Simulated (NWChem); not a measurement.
# triplet MoO3 at 5 levels

We compute a comparison of 5 runs (UBHLYP/def2-SVPD, U-wB97X/def2-SVPD, UB2PLYP/def2-SVPD, UCAM-B3LYP/def2-SVPD, UM06-2X/def2-SVPD) of triplet MoO3. 

The results are computed with NWChem 7.3.0.

### 1 The molecule

MoO3 has 4 atoms, charge 0, and is taken as a triplet. As SMILES of the parent species, `[O]=[Mo](=[O])=[O]`. Geometry: relaxed at PBE0-D4/def2-TZVP. That shape belongs to the parent species and isn't relaxed for this state.

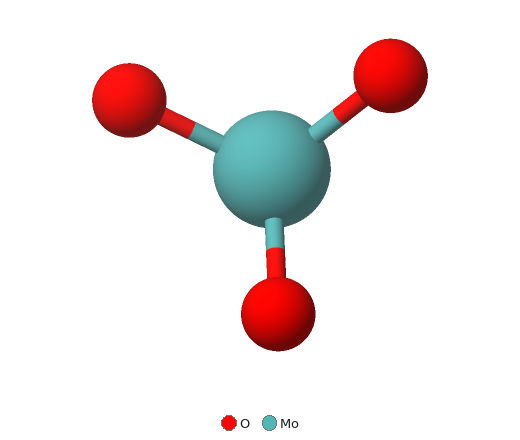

Viewed from a chosen angle; oxygen red, molybdenum teal.

### 2 The energy at UBHLYP/def2-SVPD (core potential) (run 1)

File sp.xyz:

```xyz
4

O     -0.968000    -0.149800     1.262500
Mo    -0.138100    -0.336500    -0.200300
O      1.507000    -0.607600     0.088800
O     -0.345200     1.033600    -1.171400
```

File sp.nw:

```
echo
start sp
memory stack 880 mb heap 220 mb global 1100 mb

geometry units angstroms noautosym nocenter noautoz
   load sp.xyz
end

basis spherical bse
   O library def2-SVPD
   Mo library def2-SVPD
end

ecp bse
   Mo library def2-SVPD
end

dft
   xc bhlyp
   mult 3
   grid fine
   convergence energy 1e-08
   maxiter 100
   mulliken
   print low
end

task dft energy
```

The run is started by

```sh
$ nwchem sp.nw > sp.out
```

The program printed:

```text
[...]
 d= 0,ls=0.0,diis     1   -292.9575973955 -4.35D+02  2.29D-02  8.50D-01     3.0
[...]
 d= 0,ls=0.0,diis    40   -293.4025192234 -4.30D-09  7.55D-07  6.30D-10    75.5
[...]
         Total DFT energy =     -293.402519223373
      One electron energy =     -707.181664585748
           Coulomb energy =      305.312081150981
    Exchange-Corr. energy =      -33.195109833299
 Nuclear repulsion energy =      141.662174044692
[...]
      Total Density - Mulliken Population Analysis
     ---------------------------------------------
    Atom       Charge   Shell Charges
 -----------   ------   -------------------------------------------------------
    1 O    8     8.73   1.99  1.13  0.80  0.10  2.73  1.76  0.20  0.01  0.02
    2 Mo  14    11.89  -0.40  1.64  0.81  0.18  0.02  5.99  0.14 -0.18 -0.01  3.49  0.10  0.12
    3 O    8     8.65   1.99  1.14  0.80  0.09  2.73  1.70  0.17  0.01  0.02
    4 O    8     8.73   1.99  1.13  0.80  0.10  2.73  1.76  0.20  0.01  0.02
[...]
      <S2> =      2.0730 (Exact =     2.0000)
[...]
```

Run time: 77 s. Hardware: 1 thread of Intel Xeon 6975P-C (Granite Rapids), shared host; peak memory 0.11 GiB.

### 3 The energy at U-wB97X/def2-SVPD (core potential) (run 2)

File test.nw:

```
start test
title "MoO3"
memory stack 880 mb heap 220 mb global 1100 mb
geometry noautosym nocenter noautoz
   O     -0.968000    -0.149800     1.262500
   Mo    -0.138100    -0.336500    -0.200300
   O      1.507000    -0.607600     0.088800
   O     -0.345200     1.033600    -1.171400
end
basis spherical bse
   O library def2-SVPD
   Mo library def2-SVPD
end
ecp bse
   Mo library def2-SVPD
end
dft
   xc wb97x
   mult 3
   grid fine
   convergence energy 1e-08
   iterations 100
   mulliken
end
task dft
```

The run is started by

```sh
$ nwchem test.nw > test.out
```

The program printed:

```text
[...]
          Wavefunction type:  spin polarized.
          No. of atoms     :     4
          No. of electrons :    38
[...]
          Charge           :     0
          Spin multiplicity:     3
[...]
          AO basis - number of functions:   103
[...]
              XC Information
              --------------
                       wb97x  Method XC Functional
                     Hartree-Fock (Exact) Exchange  1.000
                         wb97x Exchange Functional  1.000
                      wb97x Correlation Functional  1.000
[...]
 d= 0,ls=0.0,diis     1   -293.1107063277 -4.35D+02  2.24D-02  9.29D-01     6.2
[...]
 d= 0,ls=0.0,diis    40   -293.5808905585 -9.04D-09  1.31D-06  3.54D-10   260.3
[...]
         Total DFT energy =     -293.580890558512
      One electron energy =     -707.258064089869
           Coulomb energy =      305.362643655966
    Exchange-Corr. energy =      -33.347644169301
 Nuclear repulsion energy =      141.662174044692
[...]
      Total Density - Mulliken Population Analysis
     ---------------------------------------------
    Atom       Charge   Shell Charges
 -----------   ------   -------------------------------------------------------
    1 O    8     8.65   1.99  1.13  0.77  0.11  2.74  1.70  0.18  0.01  0.02
    2 Mo  14    12.12  -0.40  1.65  0.80  0.23  0.03  5.99  0.20 -0.16 -0.01  3.54  0.15  0.12
    3 O    8     8.59   1.99  1.14  0.77  0.10  2.73  1.67  0.17  0.01  0.02
    4 O    8     8.65   1.99  1.13  0.77  0.11  2.74  1.70  0.18  0.01  0.02
[...]
      <S2> =      2.0392 (Exact =     2.0000)
[...]
```

Run time: 4.4 min. Hardware: 1 thread of Intel Xeon 6975P-C (Granite Rapids), shared host; peak memory 0.11 GiB.

Runs 3 to 4 aren't shown in full; the table further down has their settings and results.

### 4 The energy at UM06-2X/def2-SVPD (core potential) (run 5)

File run.nw:

```
start run
memory stack 880 mb heap 220 mb global 1100 mb
charge 0
geometry units atomic noautosym nocenter noautoz
  O   -1.82925489  -0.28308097   2.38577923
  Mo  -0.26097118  -0.63589284  -0.37851214
  O    2.84781727  -1.14819759   0.16780768
  O   -0.65233346   1.95322092  -2.21362518
end
basis spherical bse
  * library def2-SVPD
end
ecp bse
  Mo library def2-SVPD
end
dft
  xc m06-2x
  mult 3
  grid fine
  convergence energy 1e-08
  maxiter 100
  mulliken
  print medium
end
task dft energy
```

The run is started by

```sh
$ nwchem run.nw > run.out
```

The program printed:

```text
[...]
          Wavefunction type:  spin polarized.
          No. of atoms     :     4
          No. of electrons :    38
[...]
          Charge           :     0
          Spin multiplicity:     3
[...]
          AO basis - number of functions:   103
[...]
              XC Information
              --------------
                       M06-2X Method XC Functional
                     Hartree-Fock (Exact) Exchange  0.540
                        M06-2X Exchange Functional  1.000
                      M06-2X Correlation Potential  1.000
[...]
 d= 0,ls=0.0,diis     1   -292.9728907282 -4.35D+02  2.39D-02  8.86D-01     3.4
[...]
 d= 0,ls=0.0,diis    39   -293.4346901951 -7.35D-09  7.98D-07  1.35D-09    92.5
[...]
         Total DFT energy =     -293.434690195120
      One electron energy =     -707.016647867948
           Coulomb energy =      305.100198735658
    Exchange-Corr. energy =      -33.180404992343
 Nuclear repulsion energy =      141.662163929514
[...]
      Total Density - Mulliken Population Analysis
     ---------------------------------------------
    Atom       Charge   Shell Charges
 -----------   ------   -------------------------------------------------------
    1 O    8     8.69   1.99  1.13  0.80  0.10  2.72  1.73  0.19  0.01  0.02
    2 Mo  14    11.99  -0.40  1.62  0.82  0.23  0.03  5.98  0.17 -0.23 -0.01  3.51  0.13  0.12
    3 O    8     8.64   1.99  1.13  0.80  0.09  2.71  1.70  0.18  0.01  0.02
    4 O    8     8.69   1.99  1.13  0.80  0.10  2.72  1.73  0.19  0.01  0.02
[...]
      <S2> =      2.0476 (Exact =     2.0000)
[...]
```

Run time: 93 s. Hardware: 1 thread of Intel Xeon 6975P-C (Granite Rapids), shared host; peak memory 0.12 GiB.

### 5 The series

| run | level | frozen core orbitals | energy (Eh) | ⟨S²⟩ | wall time |
| --- | --- | --- | --- | --- | --- |
| 1 | UBHLYP/def2-SVPD (core potential) | – | -293.402519 | 2.073 | 77 s |
| 2 | U-wB97X/def2-SVPD (core potential) | – | -293.580891 | 2.039 | 4.4 min |
| 3 | UB2PLYP/def2-SVPD (core potential) | 3 | -293.380296 | 2.079 | 86 s |
| 4 | UCAM-B3LYP/def2-SVPD (core potential) | – | -293.546308 | 2.037 | 4.3 min |
| 5 | UM06-2X/def2-SVPD (core potential) | – | -293.434690 | 2.048 | 93 s |

### 6 Summary of results

| quantity | value |
| --- | --- |
| run 5: total energy | -293.43469 Eh |
| run 5: dipole moment | 2.30 D |
| run 5: HOMO energy (highest over α and β) | -8.44 eV |
| run 5: LUMO energy (lowest over α and β) | -6.57 eV |
| run 5: ⟨S²⟩ | 2.048 |

What this shows: Over runs 2, 3, 4, 5 the dipole moment (its size) runs from 2.30 D (UM06-2X/def2-SVPD) to 2.74 D (UB2PLYP/def2-SVPD). A double hybrid's value is that of its SCF part. Totals of different functionals can't be ranked against each other. All runs together took 13 min, the longest 4.4 min.
